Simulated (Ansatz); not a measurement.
## A computed series for hypothetical cubic perovskite CaHfSe3: pressure series

The parent structure is CaHfSe$_{3}$ in the cubic perovskite structure (space group Pm-3m, No. 221; a = 5.189 Å; a hypothetical phase, not in the database extracts checked).

Cell and atoms are relaxed at each pressure.

Level of theory: Kohn–Sham DFT with the PBE functional, run in Ansatz (an electronic-structure program) with PAW and 420 eV plane waves, scalar-relativistic without spin-orbit coupling.

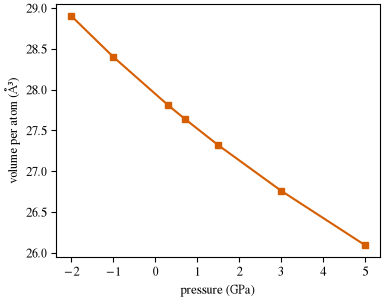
Fig. 1. Volume against pressure

Q: Estimate the zero-pressure bulk modulus from the plot.

A: About 64 GPa; a third-order Birch–Murnaghan fit to the points gives V₀ = 27.94 Å³/atom, B₀ = 64 GPa and B₀′ = 4.1.

Between the base and pressure 5 GPa the gap moves from 0.23 eV to 0.08 eV, a mean slope of -30 meV/GPa.

Spin-orbit coupling, missing from the scalar runs, can matter with Hf. Load acts through the strain it causes; cell and atoms are relaxed under it. Stability against distortions was not tested. Competing high-pressure phases were not computed. Many cubic perovskites are stable only at high temperature; tilts and polar distortions were not tested. A zero or small gap of CaHfSe3 can be the functional's error rather than a property of the material.
